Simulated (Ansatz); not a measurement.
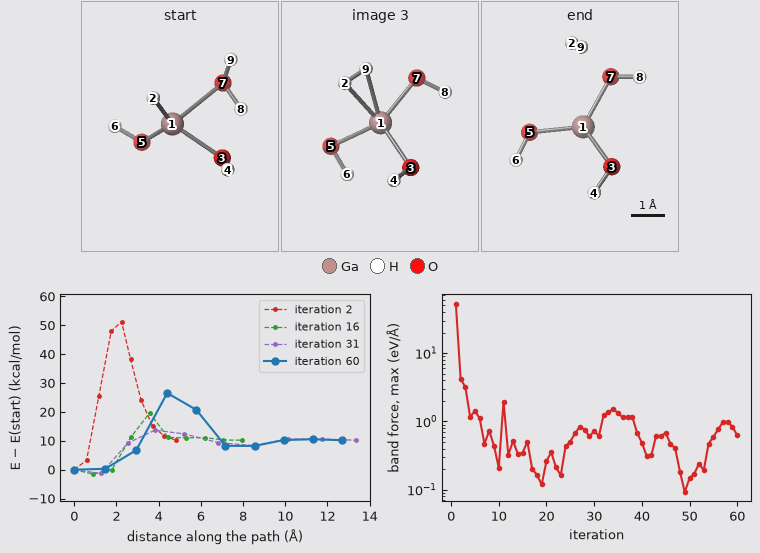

A search for the minimum-energy path of GaH₅O₃ by the nudged elastic band. Images are numbered from 0 (start) to 9 (end). The plot follows the band through its iterations. The picture is a ball-and-stick view, seen at a tilt.

These are results of RKS PBE-D4/def2-SVP in Ansatz, not measurements. Settings: 8 movable images; no climbing image; force threshold 0.05 eV/Å; iteration limit 60; starting path through a guess of the saddle point.

Judge this run.

The result isn't final. The band hadn't converged when the run stopped after 60 iterations. The largest component of the band force went from 53 to 0.63 eV/Å. The barrier read from it is provisional: over the last two iterations the highest image moved from 22.2 kcal/mol to 26.6 kcal/mol. The first iteration put the highest image at 169.9 kcal/mol. The energy climbs by 26.6 kcal/mol to image 3 and then falls by 16.3 kcal/mol, so the end point sits at +10.2 kcal/mol.

Cost: 13 min on 2 threads of Arm Neoverse V1, with other jobs on the host, peak memory 0.15 GiB.
